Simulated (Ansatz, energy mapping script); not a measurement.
# MnS: energy mapping under LDA

Aim: the exchange couplings of MnS from the energies of a few collinear orders, and the ordering temperature that they give.

Main program and level: Ansatz 0.2.0; LDA; plane waves, collinear spin, no spin–orbit coupling.

The experiments to compare with:

For MnS, rock salt (x = 0), “Single-Crystal and Powder Neutron Diffraction Study of FeXMn1-XS Solid Solutions” (2011, arxiv:1108.4537) gives, by neutron diffraction: ordering temperature (Neel temperature) 150 K.

This is a report of a sequence of runs, with most program output left out.

The database entry behind the starting cell differs from later determinations by our own check (an axis about 0.2 % short against later determinations), so it need not match the best structure at ambient conditions.

In doubt: warnings of the run leave room for a lower electronic state (steps 2, 6, 8), so energies may not be the lowest and differences between runs may mislead.

### Step 1. The structure

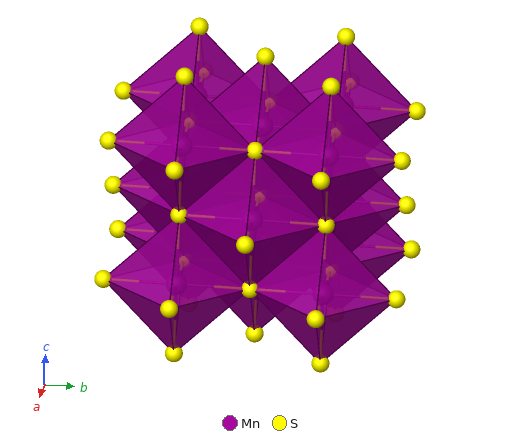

The cell as given, slightly off an axis (manganese purple, sulfur yellow). This picture shows the conventional cell, with its axes. Some periodic images of atoms are drawn too.

Coordinates:

```cif
data_structure
_symmetry_space_group_name_H-M 'Fm-3m'
_symmetry_Int_Tables_number 225
_cell_length_a 5.2090
_cell_length_b 5.2090
_cell_length_c 5.2090
_cell_angle_alpha 90.000
_cell_angle_beta 90.000
_cell_angle_gamma 90.000
_cell_volume 141.34
loop_
_atom_site_label
_atom_site_type_symbol
_atom_site_symmetry_multiplicity
_atom_site_Wyckoff_symbol
_atom_site_fract_x
_atom_site_fract_y
_atom_site_fract_z
_atom_site_occupancy
Mn1 Mn 4 a 0.00000 0.00000 0.00000 1
S1 S 4 b 0.50000 0.00000 0.00000 1
```

A plain semilocal functional is the cheapest rung. It tends to spread open shells too far.

### Step 2. Order 1: parallel, cell A of 4 atoms

The parallel order is the zero of energy for this cell and mesh.

Input file input.yaml:

```yaml
crystal:
  lattice:
    - [0.0, -2.6045, -2.6045]
    - [-2.6045, 0.0, -2.6045]
    - [2.6045, 2.6045, -5.209]
  atoms:
    - { symbol: Mn, position: [0.5, 0.5, 0.5], spin: 4.5 }
    - { symbol: Mn, position: [0.0, 0.0, 0.0], spin: 4.5 }
    - { symbol: S, position: [0.75, 0.75, 0.75] }
    - { symbol: S, position: [0.25, 0.25, 0.25] }
magnetization:
  spin_polarized: true
kpoints:
  mp_grid: { grid: [8, 8, 8] }
hamiltonian:
  xc: lda
scf:
  occupations: { method: fermi_dirac, width: 0.05 }
output:
  eigenvalues: true
```

Started as:

```console
ansatz run input.yaml --threads 4 --pin off --max-ram 8192MiB --backend cpu --events-out ev --progress --plain --runs-dir out
```

Elapsed: 6.3 s, on 4 threads of Arm Neoverse V1, shared host; peak memory 0.51 GiB; 21 s of CPU time.

Spin moment in the sphere by atom:

```csv
atom,spin moment in the sphere (μB)
Mn1,4.08
Mn2,4.08
S3,0.14
S4,0.14
```

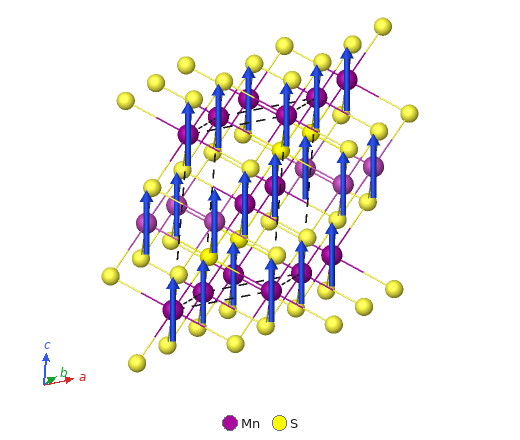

Spin moment in the sphere as arrows, the longest 4.08 μB. Up and down stand for the sign. Arrows give size and sign along the axis of quantisation, drawn up and down the page. 1×2×1 cells are drawn. Some periodic images of atoms are drawn too.

The run ends ferromagnetic.

### Step 3. Order 2: compensated +−, cell A of 4 atoms

This order reverses 6 of the 12 neighbours at 3.68 Å, 6 of the 6 neighbours at 5.21 Å and 12 of the 24 neighbours at 6.38 Å, counted for an average magnetic atom.

Edit input.yaml of step 2 so:

```diff
@@ -7,3 +7,3 @@
     - { symbol: Mn, position: [0.5, 0.5, 0.5], spin: 4.5 }
-    - { symbol: Mn, position: [0.0, 0.0, 0.0], spin: 4.5 }
+    - { symbol: Mn, position: [0.0, 0.0, 0.0], spin: -4.5 }
     - { symbol: S, position: [0.75, 0.75, 0.75] }
```

Elapsed: 5.3 s, on 4 threads; peak memory 0.53 GiB.

Spin moment in the sphere by atom:

```csv
atom,spin moment in the sphere (μB)
Mn1,4.08
Mn2,-4.08
S3,0.00
S4,0.00
```

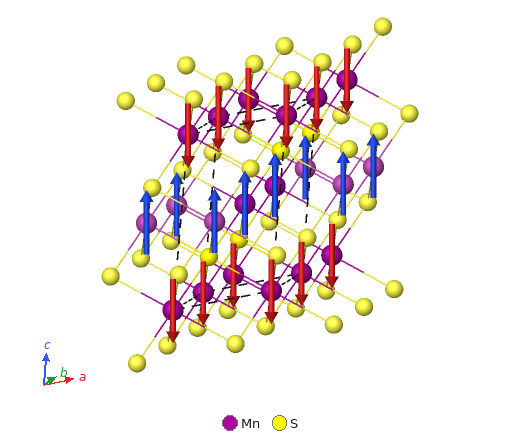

Spin moment in the sphere as arrows, the longest 4.08 μB. Up and down stand for the sign. Arrows give size and sign along the axis of quantisation, drawn up and down the page. The two directions have two colours. 1×2×1 cells are drawn. Some periodic images of atoms are drawn too.

The run ends antiferromagnetic, 105.05 meV a magnetic atom below the parallel order of its cell.

### Step 4. Order 3: parallel, cell B of 4 atoms

A new cell needs its own zero of energy.

This run holds the same structure in another cell (c 6.380 → 5.209 Å, α 73.2 → 90.0°, β 73.2 → 90.0°, γ 60.0 → 90.0°).

input.yaml, the sections that differ from step 3:

```yaml
crystal:
  lattice:
    - [0.0, -2.6045, -2.6045]
    - [0.0, 2.6045, -2.6045]
    - [5.209, 0.0, 0.0]
  atoms:
    - { symbol: Mn, position: [0.5, 0.5, 0.5], spin: 4.5 }
    - { symbol: Mn, position: [0.0, 0.0, 0.0], spin: 4.5 }
    - { symbol: S, position: [0.5, 0.5, 0.0] }
    - { symbol: S, position: [0.0, 0.0, 0.5] }
kpoints:
  mp_grid: { grid: [7, 7, 5] }
# magnetization, hamiltonian, scf, output: as in step 3
```

The job ended after 3 s (4 threads; peak memory 0.42 GiB).

The run ends ferromagnetic. For each magnetic atom its energy differs from the parallel run of the first cell by 2.00 meV, an error that one common reference would have brought in.

### Step 5. Run 4 (compensated +−; cell B, 4 atoms)

This order reverses 8 of the 12 neighbours at 3.68 Å, 0 of the 6 neighbours at 5.21 Å and 16 of the 24 neighbours at 6.38 Å, counted for an average magnetic atom.

Edit input.yaml of step 4 so:

```diff
@@ -7,3 +7,3 @@
     - { symbol: Mn, position: [0.5, 0.5, 0.5], spin: 4.5 }
-    - { symbol: Mn, position: [0.0, 0.0, 0.0], spin: 4.5 }
+    - { symbol: Mn, position: [0.0, 0.0, 0.0], spin: -4.5 }
     - { symbol: S, position: [0.5, 0.5, 0.0] }
```

Wall time 3 s (4 threads); peak memory 0.44 GiB.

The run ends antiferromagnetic, 7.50 meV a magnetic atom below the parallel order of its cell (energies taken at zero occupation width, not the printed F).

### Step 6. Parallel start in cell C (6 atoms)

Input file input.yaml:

```yaml
crystal:
  lattice:
    - [0.0, 2.6045, 2.6045]
    - [-2.6045, 0.0, -2.6045]
    - [-5.209, -5.209, 5.209]
  atoms:
    - { symbol: Mn, position: [0.0, 0.0, 0.0], spin: 4.5 }
    - { symbol: Mn, position: [0.333333333, 0.666666667, 0.666666667], spin: 4.5 }
    - { symbol: Mn, position: [0.666666667, 0.333333333, 0.333333333], spin: 4.5 }
    - { symbol: S, position: [0.666666667, 0.333333333, 0.833333333] }
    - { symbol: S, position: [0.0, 0.0, 0.5] }
    - { symbol: S, position: [0.333333333, 0.666666667, 0.166666667] }
magnetization:
  spin_polarized: true
kpoints:
  mp_grid: { grid: [8, 8, 3] }
hamiltonian:
  xc: lda
scf:
  occupations: { method: fermi_dirac, width: 0.05 }
output:
  eigenvalues: true
```

Wall time 5.1 s (4 threads); peak memory 0.54 GiB.

The run ends ferromagnetic. For each magnetic atom its energy differs from the parallel run of the first cell by 1.53 meV, an error that one common reference would have brought in.

### Step 7. Order 6: uncompensated ++−, cell C of 6 atoms

This order reverses 4 of the 12 neighbours at 3.68 Å, 4 of the 6 neighbours at 5.21 Å and 12 of the 24 neighbours at 6.38 Å, counted for an average magnetic atom.

Edit input.yaml of step 6 so:

```diff
@@ -8,3 +8,3 @@
     - { symbol: Mn, position: [0.333333333, 0.666666667, 0.666666667], spin: 4.5 }
-    - { symbol: Mn, position: [0.666666667, 0.333333333, 0.333333333], spin: 4.5 }
+    - { symbol: Mn, position: [0.666666667, 0.333333333, 0.333333333], spin: -4.5 }
     - { symbol: S, position: [0.666666667, 0.333333333, 0.833333333] }
```

The job ended after 6.2 s (4 threads; peak memory 0.54 GiB; 21 s of CPU time).

The run ends ferrimagnetic, 63.00 meV a magnetic atom below the parallel order of its cell (energies taken at zero occupation width, not the printed F).

### Step 8. Parallel start in cell D (6 atoms)

This run holds the same structure in another cell (b 3.683 → 5.209 Å, c 9.022 → 6.380 Å, α 90.0 → 114.1°, β 90.0 → 106.8°, γ 120.0 → 90.0°).

Input file input.yaml:

```yaml
crystal:
  lattice:
    - [0.0, -2.6045, -2.6045]
    - [-5.209, 0.0, 0.0]
    - [2.6045, 5.209, -2.6045]
  atoms:
    - { symbol: Mn, position: [0.666666667, 0.666666667, 0.333333333], spin: 4.5 }
    - { symbol: Mn, position: [0.333333333, 0.333333333, 0.666666667], spin: 4.5 }
    - { symbol: Mn, position: [0.0, 0.0, 0.0], spin: 4.5 }
    - { symbol: S, position: [0.666666667, 0.166666667, 0.333333333] }
    - { symbol: S, position: [0.333333333, 0.833333333, 0.666666667] }
    - { symbol: S, position: [0.0, 0.5, 0.0] }
magnetization:
  spin_polarized: true
kpoints:
  mp_grid: { grid: [7, 7, 7] }
hamiltonian:
  xc: lda
scf:
  occupations: { method: fermi_dirac, width: 0.05 }
output:
  eigenvalues: true
```

Elapsed: 15 s, on 4 threads; peak memory 0.72 GiB.

The run ends ferromagnetic. For each magnetic atom its energy differs from the parallel run of the first cell by 2.37 meV, an error that one common reference would have brought in.

### Step 9. Order 8: uncompensated ++−, cell D of 6 atoms

This order reverses 6.67 of the 12 neighbours at 3.68 Å, 2.67 of the 6 neighbours at 5.21 Å and 8 of the 24 neighbours at 6.38 Å, counted for an average magnetic atom.

Edit input.yaml of step 8 so:

```diff
@@ -8,3 +8,3 @@
     - { symbol: Mn, position: [0.333333333, 0.333333333, 0.666666667], spin: 4.5 }
-    - { symbol: Mn, position: [0.0, 0.0, 0.0], spin: 4.5 }
+    - { symbol: Mn, position: [0.0, 0.0, 0.0], spin: -4.5 }
     - { symbol: S, position: [0.666666667, 0.166666667, 0.333333333] }
```

It took 11 s on 4 threads; peak memory 0.74 GiB; 44 s of CPU time.

The run ends ferrimagnetic, 46.68 meV a magnetic atom below the parallel order of its cell (energies taken at zero occupation width, not the printed F).

### Step 10. Parallel start in cell E (6 atoms)

The parallel order again, as the reference for this cell.

This run holds the same structure in another cell (b 5.209 → 3.683 Å, c 6.380 → 8.236 Å, α 114.1 → 102.9°, β 106.8 → 102.9°).

input.yaml, the sections that differ from step 9:

```yaml
crystal:
  lattice:
    - [0.0, 2.6045, 2.6045]
    - [0.0, 2.6045, -2.6045]
    - [-7.8135, -2.6045, 0.0]
  atoms:
    - { symbol: Mn, position: [0.0, 0.0, 0.0], spin: 4.5 }
    - { symbol: Mn, position: [0.333333333, 0.333333333, 0.666666667], spin: 4.5 }
    - { symbol: Mn, position: [0.666666667, 0.666666667, 0.333333333], spin: 4.5 }
    - { symbol: S, position: [0.833333333, 0.833333333, 0.666666667] }
    - { symbol: S, position: [0.166666667, 0.166666667, 0.333333333] }
    - { symbol: S, position: [0.5, 0.5, 0.0] }
# magnetization, kpoints, hamiltonian, scf, output: as in step 9
```

It took 7.9 s on 4 threads; peak memory 0.6 GiB; 29 s of CPU time.

The run ends ferromagnetic. For each magnetic atom its energy differs from the parallel run of the first cell by 1.02 meV, an error that one common reference would have brought in.

### Step 11. Order 10: uncompensated ++−, cell E of 6 atoms

This order reverses 5.33 of the 12 neighbours at 3.68 Å, 1.33 of the 6 neighbours at 5.21 Å and 16 of the 24 neighbours at 6.38 Å, counted for an average magnetic atom.

Edit input.yaml of step 10 so:

```diff
@@ -8,3 +8,3 @@
     - { symbol: Mn, position: [0.333333333, 0.333333333, 0.666666667], spin: 4.5 }
-    - { symbol: Mn, position: [0.666666667, 0.666666667, 0.333333333], spin: 4.5 }
+    - { symbol: Mn, position: [0.666666667, 0.666666667, 0.333333333], spin: -4.5 }
     - { symbol: S, position: [0.833333333, 0.833333333, 0.666666667] }
```

Wall time 8.8 s (4 threads); peak memory 0.61 GiB.

The run ends ferrimagnetic, 27.82 meV a magnetic atom below the parallel order of its cell (energies taken at zero occupation width, not the printed F).

### Step 12. Mapping onto a Heisenberg model

Each energy difference is a sum of couplings weighted by the pairs that the order reverses. A few near shells are fitted to the differences by least squares. Energies are those extrapolated to zero occupation width, not the free energies F.

Energies from the parallel order of the same cell:

```csv
order,atoms,energy (meV a magnetic atom),moments (μB),moments kept as typed,"opposed neighbours at 3.68, 5.21, 6.38 Å"
parallel in cell A,4,0.00,4.08,yes,"0, 0, 0"
compensated +− in cell A,4,-105.05,4.08,yes,"6, 6, 12"
parallel in cell B,4,0.00,4.04,yes,"0, 0, 0"
compensated +− in cell B,4,-7.50,4.08,yes,"8, 0, 16"
parallel in cell C,6,0.00,4.08,yes,"0, 0, 0"
uncompensated ++− in cell C,6,-63.00,4.04 to 4.13,yes,"4, 4, 12"
parallel in cell D,6,0.00,4.06,yes,"0, 0, 0"
uncompensated ++− in cell D,6,-46.68,4.05 to 4.14,yes,"6.67, 2.67, 8"
parallel in cell E,6,0.00,4.06,yes,"0, 0, 0"
uncompensated ++− in cell E,6,-27.82,4.05 to 4.12,yes,"5.33, 1.33, 16"
```

Fitted to E = −Σ J e·e over ordered pairs of unit vectors (J > 0 favours parallel moments):

```csv
pair,distance (Å),neighbours,J (meV)
Mn–Mn,3.68,12,-0.516
Mn–Mn,5.21,6,-8.03
Mn–Mn,6.38,24,-0.0218
Mn–Mn,7.37,12,0.254
```

Adding the shell at 8.24 Å gives -0.92, -8.3, -0.089, 0.34 and 0.32 meV and a mean-field temperature of 416 K, an exact solve that tests nothing.

Limits of this fit: some orders are gapless and others have a gap; the parallel runs differ by 2.4 meV between cells, so mesh or basis is not converged.

In mean field these couplings order at 396 K, at q = (0.50, 0.50, 0.50) in fractions of the conventional cell's reciprocal vectors, and give a Curie–Weiss temperature of -401 K.

### Step 13. Finite temperature

Mean field ignores fluctuations and overstates the ordering temperature, so the model is also sampled. The heat capacity peaks where order sets in.

Classical unit spins with these couplings on 8×8×4 copies of a cell that holds the lowest order (512 spins), heat-bath sweeps, cooled from random directions, 831 sweeps to settle and 2493 measured at each temperature, averaged over 4 runs.

```csv
T (K),order along the lowest pattern,net moment,heat capacity (k_B a spin)
47.6,0.50,0.01,1.05
81.4,0.46,0.01,1.08
132,0.41,0.01,1.17
166,0.37,0.02,1.24
200,0.34,0.02,1.35
250,0.29,0.02,1.73
284,0.23,0.02,1.92
318,0.18,0.03,1.44
352,0.13,0.03,0.75
402,0.10,0.03,0.42
436,0.09,0.03,0.29
```

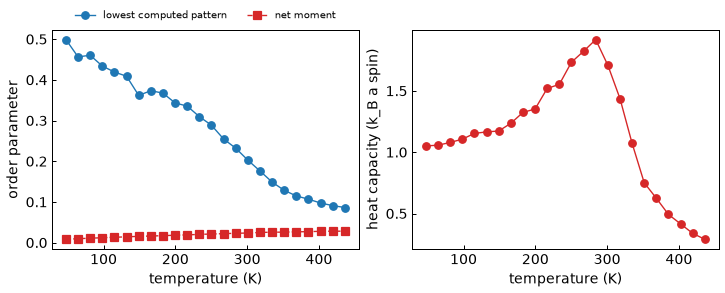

Order parameter and heat capacity against temperature.

The smoothed heat capacity peaks at 277 K. The order column follows one pattern alone; equivalent domains or another pattern share the rest.

### Step 14. Beside the first set of runs

The first set of orders, under PBE+U (4 eV), took 4.2 min of CPU time summed over its finished orders (seed run apart), these 4.3 min.

```csv
quantity,this set,first set
"J at 3.68 Å, meV",-0.516,-1.01
"J at 5.21 Å, meV",-8.03,-3.72
"J at 6.38 Å, meV",-0.0218,-0.154
"J at 7.37 Å, meV",0.254,-0.419
"ordering temperature, mean field, K",396,134
"heat-capacity peak, Monte Carlo, K",277,80.1
```

The coupling that led in the first set goes from -3.72 to -8.03 meV.

### Step 15. Outcome

| Quantity | Value |
| --- | --- |
| lowest order tried | compensated +− in cell A |
| largest fitted value, Mn–Mn at 5.21 Å | -8.03 meV |
| ordering temperature, mean field | 396 K |
| heat-capacity peak, Monte Carlo | 277 K |

Of the orders tried, MnS prefers the order “compensated +− in cell A” under LDA, with 6 of 12 neighbours at 3.68 Å, 6 of 6 neighbours at 5.21 Å and 12 of 24 neighbours at 6.38 Å opposed, and the heat capacity of the fitted model peaks near 277 K (Monte Carlo, classical spins). The coupling at 5.21 Å is 2.2 times that of the first set, at 1.0 times the CPU time. The largest fitted coupling is the Mn–Mn pair at 5.21 Å, antiferromagnetic at -8.0 meV, across a ligand at about 180°. The orders also reverse pairs at 8.24 Å, which are not fitted, so the fitted values hold their part too. With 5 differences for 4 couplings the fit misses by 3.9 meV at most, a small part of the spread. In the fitted orders moments change by up to 1.8 % against the parallel run of the same cell, so their size stays put. The fit is in doubt: some orders are gapless and others have a gap and the parallel runs differ by 2.4 meV between cells, so mesh or basis is not converged. The couplings are then rough, the small ones most of all. Monte Carlo puts the peak at 0.70 of the mean-field temperature, since mean field leaves out fluctuations. In tests on simple cubic and body-centred models such peaks lay 5 to 6 % under the bulk value. On cooling, the order along the one computed pattern stays at or under 0.50: the model settles in an equivalent domain, a degenerate mixture or another order.

Computed beside measured:

```
                             quantity  measured  LDA, Monte Carlo
ordering temperature (spin model) (K)       150     277 (+84.9 %)
```

Measured values from arxiv:1108.4537 (2011).

How well it matches: The ordering temperature is off by +84.9 %. No cell relaxation is part of this session. Limits of convergence are named above.

[Logs and program files are shortened in this print: banners, set-up blocks, solver, clock and traceback lines can be left out without a mark of their own.]

[Logs are printed without paths, hosts, clocks, repeated set-up lines and the standing remarks that a program may print on its own settings, such as how far it seeks lower states.]

[Hosts, paths, dates, database ids (printed as entryN), source tags and the programs' standing remarks are cut or masked in the printed files.]

[Where a cell is said to come from a database of computed structures, the database is the Materials Project.]
